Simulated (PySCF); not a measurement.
SMILES Cl[Si](Cl)(C#C[Si](F)(F)F)Cl (C2Cl3F3Si2) at its PBE0/def2-SVP optimised geometry (Å):

```
10

Si    -2.4718     0.2272     0.0000
F     -3.0305    -0.5185     1.2933
F     -3.0301    -0.5196    -1.2929
F     -3.0343     1.7186     0.0000
C     -0.6637     0.2272     0.0000
C      0.5579     0.2223     0.0010
Si     2.3827     0.2117     0.0043
Cl     3.0477     1.1638     1.6782
Cl     3.0343    -1.7186    -0.0022
Cl     3.0548     1.1776    -1.6588
```

Method: PBE0/def2-TZVP run with PySCF 2.14.0. Cells within 0.4 Å of a nucleus heavier than hydrogen are left out (blank, or x).

Map of the electrostatic potential (hartree/e), clipped to [-0.08, 0.12] on the plane z = 0.0 Å:

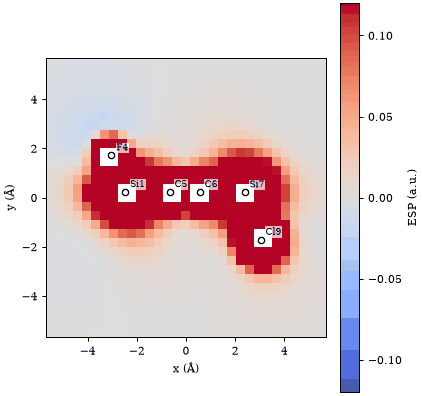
*Electrostatic potential (hartree/e), clipped to [-0.08, 0.12] on the plane z = 0.0 Å.*
